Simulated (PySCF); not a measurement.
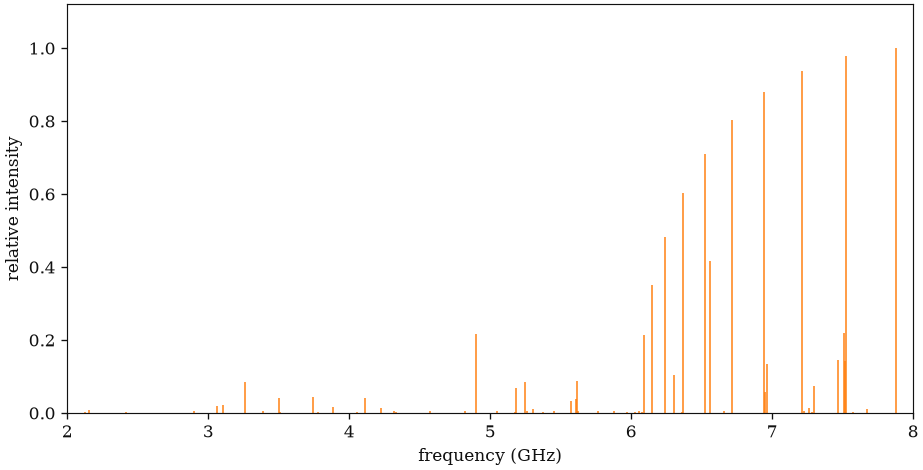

C₄H₁₂O₂Si (Si(OEt)2H2), SMILES [H][Si]([H])(OCC)OCC. Simulated rotational absorption lines between 2 and 8 GHz at 5 K: rigid rotor with the equilibrium constants and dipole of one optimised conformer (PBE0-D3(BJ)/def2-SVP, PySCF 2.14.0), commonest isotopes; no centrifugal distortion, hyperfine structure, internal rotation or nuclear-spin weights; lines within 1 MHz of each other are summed.

What are the rotational constants, and what kind of rotor is it?

Answer. Rotational constants A, B, C = 6.799, 0.7712, 0.7111 GHz; Ray's κ = −0.98, a near-prolate asymmetric top.

Which dipole components drive the lines?

Answer.
|μa|, |μb|, |μc| = 0.01, 1.22, 0.13 D; b-type lines carry 99 % of the intensity in this range.

Caveats: coarse grid, loose stop and no frequency check, small forces are noise and the end may be a saddle.
